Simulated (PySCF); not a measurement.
```xyz
8

Si    0.9624    0.3468   -0.4350
Si   -1.1344   -0.7082   -0.2690
O     1.7375    0.1258    1.0217
Cl    0.6179    2.3898   -0.7463
H    -0.9349   -2.1698   -0.0351
H    -1.9437   -0.1193    0.8417
H    -1.8395   -0.5038   -1.5692
H     2.5351    0.6391    1.1912
```

Geometry: PBE0-D3(BJ)/def2-SVP.

Method: PySCF 2.14.0, density-fitted response routines, UKS B3LYP, pcH-1 on Cl H O Si, non-relativistic, mean-field spin-orbit, GIAO.

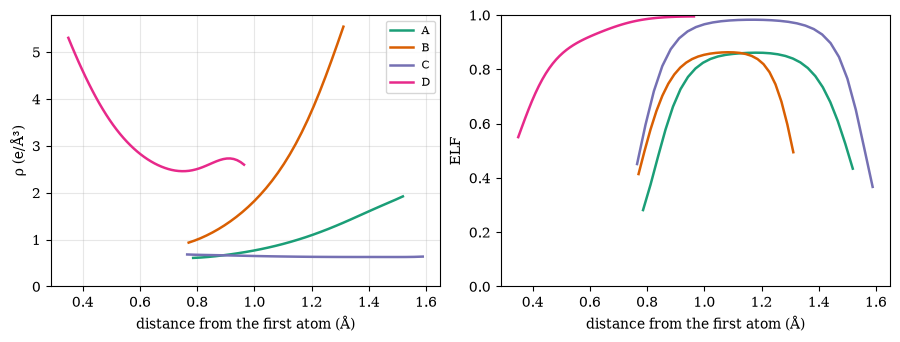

ClH4OSi2 (doublet). Total electron density and electron localisation function along straight lines between neighbouring atoms. The curves leave out the atomic cores.

Question: Which curve belongs to which contact (O–H, Si–Cl, Si–O and Si–Si)? The first atom named is at distance zero.

Answer: Curve A: Si–Cl (2.10 Å): ρ is about 0.83 e/Å³ halfway; the ELF peaks at about 0.85 between the atoms, as expected for a polar covalent bond. Curve B: Si–O (1.66 Å): ρ at the midpoint is about 1.1 e/Å³; the ELF peaks at about 0.85 between the atoms (a shared but strongly polarised pair). Curve C: Si–Si (2.35 Å): ρ is about 0.63 e/Å³ halfway; the ELF peaks at about 1 between the atoms (localised, covalent bonding). Curve D: O–H (0.96 Å): ρ is about 3.7 e/Å³ halfway; the ELF climbs to about 1 towards the hydrogen, as it does in any bond to H: an ordinary covalent bond to hydrogen.
